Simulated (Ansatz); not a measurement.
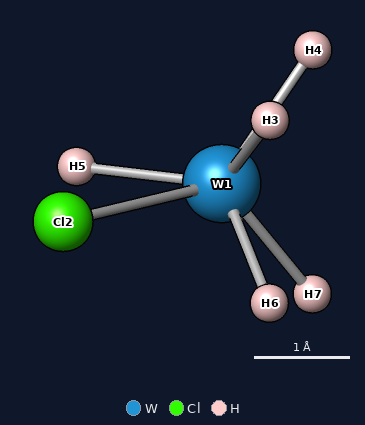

Figure 1. The structure as given in the input (ball-and-stick view, seen at a tilt; atoms are numbered from 1 in the order of the input). Sticks mark near contacts.

## WH$_{5}$Cl: frequency calculation

The run: frequency calculation of WH$_{5}$Cl. Method and program: RKS B3LYP-D4/def2-SVP (Ansatz 0.2.0).

It belongs to a series of runs on one base structure; here: vibrations at the highest image of the band. Figures and captions count atoms from 1; the log counts them from 0 in places.

### The input
```yaml
crystal:
  periodic: [false, false, false]
  atoms:
    - { symbol: W, position_ang: [-0.076642, 0.15718, -0.006268] }
    - { symbol: Cl, position_ang: [0.361816, -0.927266, 2.083557] }
    - { symbol: H, position_ang: [1.447955, 0.589566, 0.5172] }
    - { symbol: H, position_ang: [0.379924, 1.741697, -0.47306] }
    - { symbol: H, position_ang: [-1.507088, 0.165187, 0.911231] }
    - { symbol: H, position_ang: [0.927988, -1.148551, -0.27502] }
    - { symbol: H, position_ang: [-0.312654, -0.577812, -1.53634] }
basis:
  gaussian: { orbitals: def2-SVP }
hamiltonian:
  xc: b3lyp
  dispersion: d4
phonons: {}
```

Run on 1 thread of Arm Neoverse V1, 24 GiB of memory available, shared host.

Command:
```bash
ansatz run input.yaml --threads 1 --pin off --max-ram 2048MiB --backend cpu --events-out ev --progress --plain --runs-dir out
```

### Output
```
Engine: ansatz 0.2.0, aarch64-unknown-linux-gnu
Functional definition: B3LYP
  parameter a0 = 0.2
  parameter ax = 0.72
  parameter ac = 0.81
  exchange = (1 - a0 - ax)*slater_x + ax*b88_x + a0*exact_x
  correlation = (1 - ac)*vwn_rpa_c + ac*lyp_c
805 factors; integrals over basis functions are off by at most 3.3e-4 eV
mean field evaluation 1: about -14423.7033 eV, gradient 1.7e1 eV
mean field evaluation 2: about -14421.9656 eV, gradient 3.2e1 eV
mean field evaluation 4: about -14424.4996 eV, gradient 2.6e0 eV
mean field evaluation 8: about -14424.5467 eV, gradient 1.2e-1 eV
mean field evaluation 16: about -14424.5468 eV, gradient 3.7e-5 eV
mean field -14424.54675026 eV, -530.0923157629 hartree, gradient 3.7e-5 eV, S^2 0.000000; 0 other end points of the search recorded, 0 dependent functions left out
the calculation of the forces begins
reference -14424.54703010 eV, -530.0923260471 hartree; 18, 18 occupied and 57, 57 virtual orbitals, 805 factors
these checks for a lower state are left out or cut short: stability, starts, cluster_reference, orbital_swaps, neighbouring_geometries, increment
805 factors; integrals over basis functions are off by at most 3.3e-4 eV
mean field -14424.54658755 eV, -530.0923097835 hartree, gradient 1.5e-6 eV, S^2 0.000000; 0 other end points of the search recorded, 0 dependent functions left out
[... from here on the field's lines of each further geometry are left out, up to the last ...]
the calculation of the forces begins
reference -14424.54694545 eV, -530.0923229364 hartree; 18, 18 occupied and 57, 57 virtual orbitals, 805 factors
these checks for a lower state are left out or cut short: stability, starts, cluster_reference, orbital_swaps, neighbouring_geometries, increment
805 factors; integrals over basis functions are off by at most 3.3e-4 eV
mean field evaluation 288: about -14424.5468 eV, gradient 5.7e-5 eV
mean field -14424.54676127 eV, -530.0923161678 hartree, gradient 1.4e-6 eV, S^2 0.000000; 0 other end points of the search recorded, 0 dependent functions left out
the calculation of the forces begins
reference -14424.54704114 eV, -530.0923264526 hartree; 18, 18 occupied and 57, 57 virtual orbitals, 805 factors
WARN: phonons: modes at or below zero, which the zero-point energy, F, S and C_V leave out: 1, the lowest at -392.48 cm⁻¹. A minimum has none, and a first-order saddle one
Total energy: -14424.79129490 eV, -530.1013026127 hartree
Atom 0 at    -0.076642     0.157180    -0.006268 Å, force    -0.002286     0.001515    -0.002353 eV/Å
Atom 1 at     0.361816    -0.927266     2.083557 Å, force     0.004075    -0.009571     0.014472 eV/Å
Atom 2 at     1.447955     0.589566     0.517200 Å, force    -0.001986     0.015829     0.010225 eV/Å
Atom 3 at     0.379924     1.741697    -0.473060 Å, force     0.003200    -0.005422    -0.011745 eV/Å
Atom 4 at    -1.507088     0.165187     0.911231 Å, force     0.002358    -0.000064     0.002658 eV/Å
Atom 5 at     0.927988    -1.148551    -0.275020 Å, force    -0.009293    -0.007285    -0.009082 eV/Å
Atom 6 at    -0.312654    -0.577812    -1.536340 Å, force     0.003932     0.004999    -0.004175 eV/Å
Dipole moment:    -0.245305     0.256120    -0.401044 e Å
Vibrations: -392.48 319.21 391.98 584.84 698.54 810.00 854.63 900.04 1008.28 1060.60 1986.13 2009.11 2028.60 2093.41 2106.92 cm⁻¹, zero-point energy 1.044710 eV
```

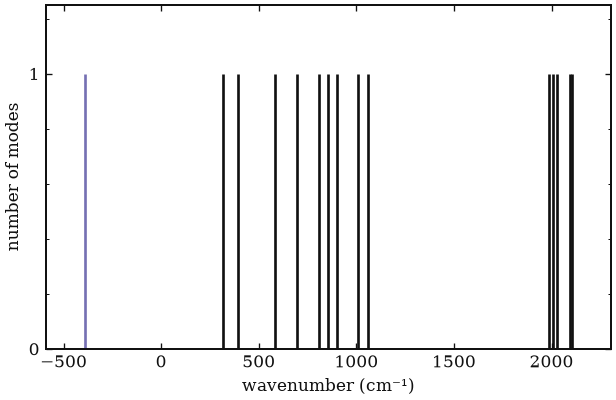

Figure 2. Harmonic vibrational wavenumbers from the force constants; neighbouring modes closer than 11 cm⁻¹ are counted in one stick, and imaginary ones are drawn at negative wavenumbers. 15 modes from 392i to 2107 cm⁻¹, 1 imaginary beyond 8i (392i cm⁻¹): a first-order saddle point, if the geometry is stationary.

### Key numbers

```json
{"quantity": "outcome", "value": "converged"}
{"quantity": "total energy", "value": "−14424.7913 eV"}
{"quantity": "mean-field energy", "value": "−14424.5470 eV"}
{"quantity": "largest force (length of the vector)", "value": "0.019 eV/Å"}
{"quantity": "wall time", "value": "1.7 min"}
{"quantity": "peak memory", "value": "0.14 GiB"}
```
